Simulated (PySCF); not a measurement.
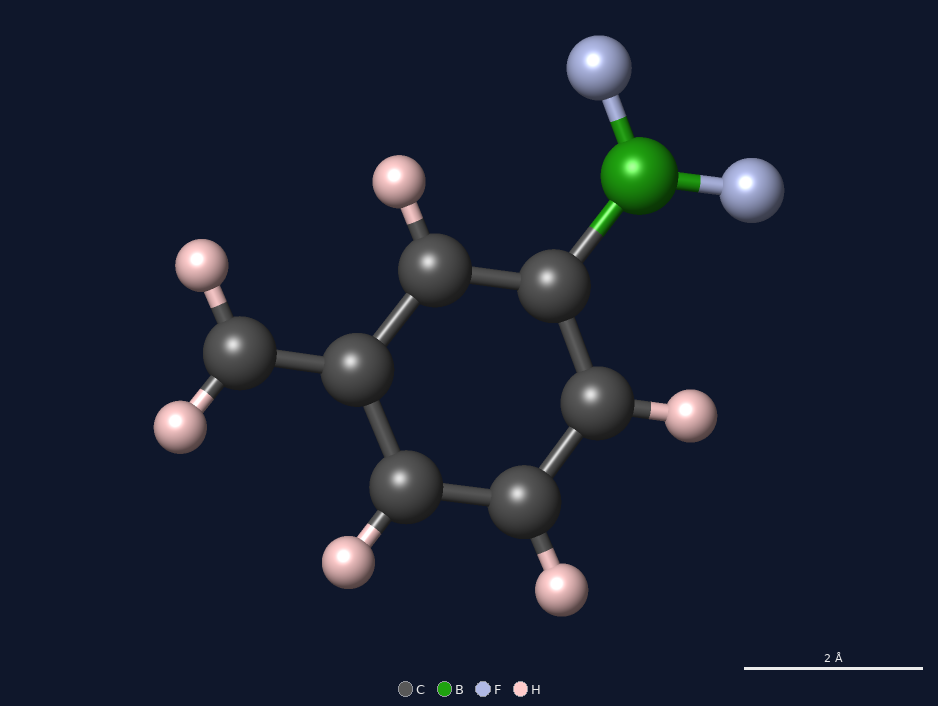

The picture shows a molecular structure as a ball-and-stick model.

State: charge +1, singlet. The computed structure is the end point of a GFN2-xTB optimisation. No frequency run is at hand to confirm it as a minimum.

Description:

The species is C7H6BF2(+). SMILES: `[CH2+]c1cccc(B(F)F)c1`. Independent rings (smallest set): 1 of 6 members, 1 of them aromatic. This geometry has Cs symmetry. All atoms lie on one plane. Coordination: 7 C trigonal planar; 1 B trigonal planar.

The parts below concern this one geometry. Atoms keep their numbers from picture to picture.

Geometry

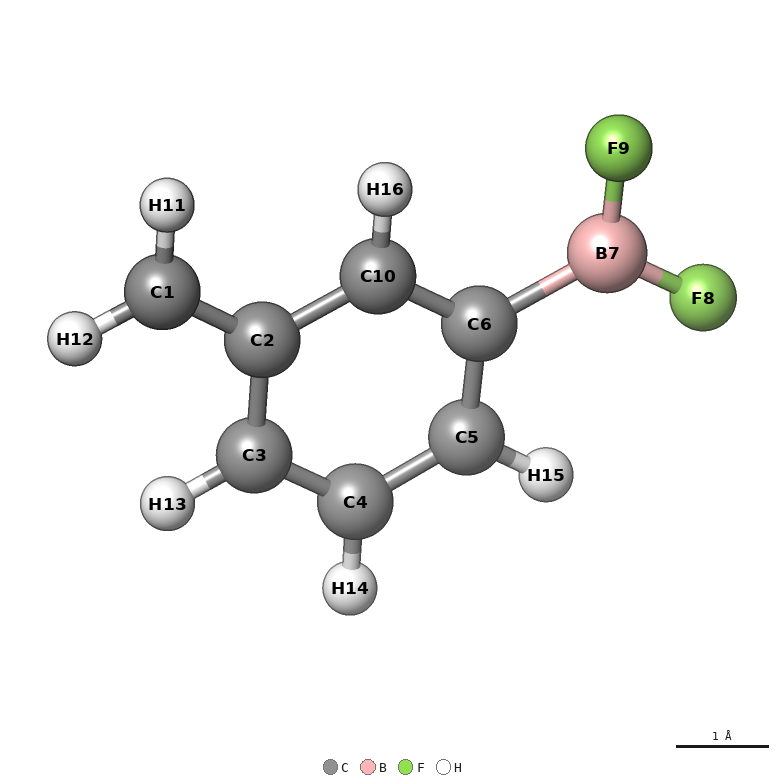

The atoms are numbered. No frequency run is at hand to confirm it as a minimum.

Give these bond angles: C1–C2–C3, C1–C2–C10, C2–C1–H11, C2–C3–H13, C2–C10–C6, C2–C10–H16, C3–C4–H14, C4–C5–C6, C4–C5–H15, C6–C5–H15, C6–B7–F9, F8–B7–F9.

```json
{"angle": "C1–C2–C3", "degrees": "120.9"}
{"angle": "C1–C2–C10", "degrees": "120.7"}
{"angle": "C2–C1–H11", "degrees": "121.6"}
{"angle": "C2–C3–H13", "degrees": "118.8"}
{"angle": "C2–C10–C6", "degrees": "121.2"}
{"angle": "C2–C10–H16", "degrees": "118.9"}
{"angle": "C3–C4–H14", "degrees": "120.4"}
{"angle": "C4–C5–C6", "degrees": "122.1"}
{"angle": "C4–C5–H15", "degrees": "119.5"}
{"angle": "C6–C5–H15", "degrees": "118.4"}
{"angle": "C6–B7–F9", "degrees": "120.7"}
{"angle": "F8–B7–F9", "degrees": "118.0"}
```

Excitation

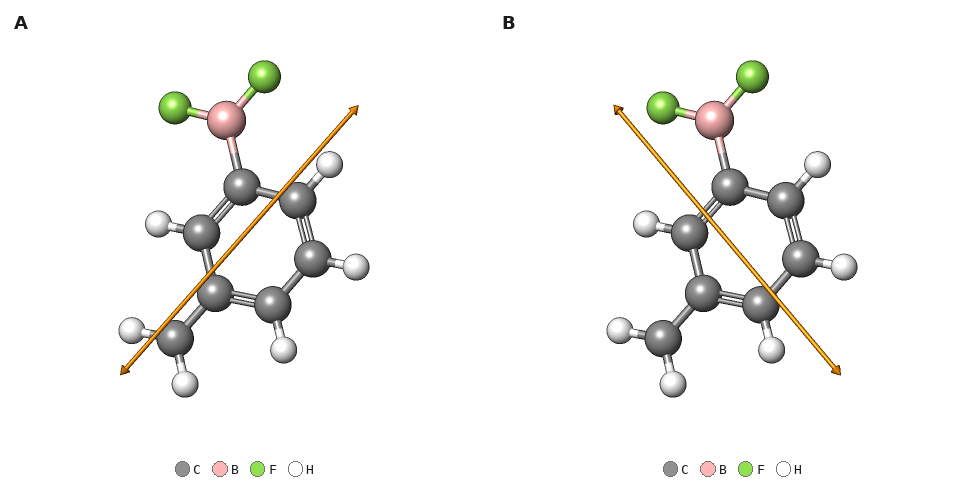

The double arrows show the directions of two transition dipoles from the ground state (lengths mean nothing). No frequency run is at hand to confirm it as a minimum. Level of theory: TDDFT PBE0/def2-SVPD, vertical, gas phase, core orbitals frozen in the response (PySCF 2.14.0).

> One belongs to singlet state 1 and one to singlet state 3. Which is which?

A: state 3, 4.76 eV (260 nm), oscillator strength 0.31, mainly HOMO−1 → LUMO (weight 0.91).
B: state 1, 3.16 eV (393 nm), oscillator strength 0.025, mainly HOMO → LUMO (weight 0.99).

Charges

The questions are on Hirshfeld charges. No frequency run is at hand to confirm it as a minimum. Level of theory: PBE0/pcSseg-1, gas phase (PySCF 2.14.0).

Give the Hirshfeld charges atom by atom.

| atom | value (e) |
| --- | --- |
| C1 | 0.12 |
| C2 | 0.03 |
| C3 | 0.05 |
| C4 | 0.00 |
| C5 | 0.08 |
| C6 | −0.05 |
| B7 | 0.34 |
| F8 | −0.10 |
| F9 | −0.11 |
| C10 | 0.05 |
| H11 | 0.11 |
| H12 | 0.11 |
| H13 | 0.09 |
| H14 | 0.09 |
| H15 | 0.10 |
| H16 | 0.09 |

Quadrupole coupling

No frequency run is at hand to confirm it as a minimum. Electric field gradients from the ground-state density, PBE0/pcSseg-1 (PySCF 2.14.0), non-relativistic apart from any core potentials.

Give the largest field-gradient component, the quadrupole coupling constant and the asymmetry for 11B at B7 (Q = 40.59 mb), 2H at H11 (Q = 2.86 mb), 2H at H12 (Q = 2.86 mb), 2H at H13 (Q = 2.86 mb), 2H at H14 (Q = 2.86 mb).

```csv
atom,V_zz (a.u.),e²qQ/h (MHz),η
B7,0.354,3.37,0.42
H11,0.308,0.207,0.02
H12,0.307,0.206,0.02
H13,0.312,0.209,0.05
H14,0.314,0.211,0.07
```

The geometry is semi-empirical. Around B such bond lengths and angles can be off by a tenth of an ångström or more and by several degrees, and values that hang on the shape move with them.
